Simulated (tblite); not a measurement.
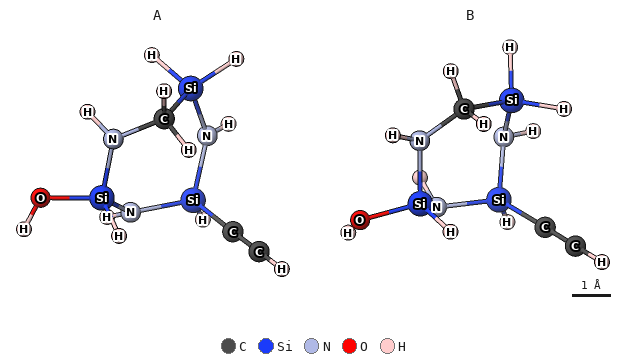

Two geometries of C$_{3}$H$_{11}$N$_{3}$OSi$_{3}$, drawn at one scale. One is the start of a relaxation, the other its converged end. Style: ball-and-stick. Shown at a tilt.

The calculation used GFN2-xTB geometry optimisation, gas phase in tblite 0.8.0. 

> Which one is relaxed?

Structure A is the relaxed one. An H atom moves most after the best rigid fit: 1.39 Å. By element the largest moves are H 1.39 Å, O 0.67 Å, N 0.50 Å, C 0.46 Å, Si 0.38 Å. Among the contacts that change: Si–Si 2.851 → 3.153 Å, N–Si 1.652 → 1.741 Å, N–Si 1.691 → 1.744 Å, N–Si 1.676 → 1.724 Å. Bond angles that change, for instance: Si–N–Si 114.1° → 130.5°, N–Si–N 102.8° → 116.9°, C–Si–N 120.3° → 107.3°. Groups turn about O–Si by about 70°, C–Si by about 65°. Over 175 geometry steps the energy falls by 1.198 eV.
